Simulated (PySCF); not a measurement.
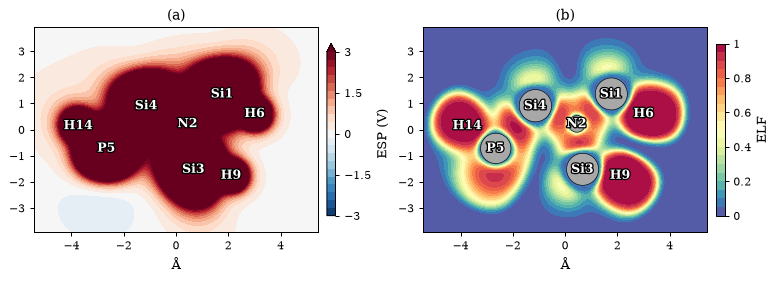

H10NPSi3. (a) molecular electrostatic potential; (b) electron localisation function on the plane of atoms N2, Si1 and H6. Grey discs cover the atomic cores in the ELF map.

Geometry: GFN2-xTB.

Method: PBE0/def2-SVPD, SCF density, gas phase (PySCF).

```xyz
15

Si   -1.8807   -1.1733   -0.2443
N    -0.5506   -0.0613   -0.0417
Si   -0.7368    1.6014    0.4755
Si    1.0186   -0.7081   -0.4053
P     2.5472    0.8997   -0.1694
H    -3.1063   -0.4568    0.0844
H    -1.6728   -2.3105    0.6540
H    -1.8822   -1.6383   -1.6319
H    -2.1679    1.8187    0.6621
H    -0.1996    2.4887   -0.5563
H    -0.0216    1.7729    1.7444
H     1.2621   -1.8667    0.4666
H     1.0640   -1.1560   -1.8037
H     3.6116    0.0651   -0.4494
H     2.7104    0.7326    1.1932
```

Question: Interpret the plot.

Answer: Atoms in the plane: Si, N, P and H.
Si–N (1.74 Å): the ELF peaks at about 0.90 between the atoms: a polar covalent bond.
Si–P (2.23 Å): the ELF peaks at about 0.95 between the atoms; a shared electron pair.
P–H (1.38 Å): the ELF climbs to about 1 towards the hydrogen, as it does in any bond to H.
Si–H (1.46 Å): the ELF climbs to about 1 towards the hydrogen.
The ELF also peaks beside P5, away from the bonds: lone-pair regions.
Outside the dense part of the molecule the potential is most negative (−0.3 V) near P5.
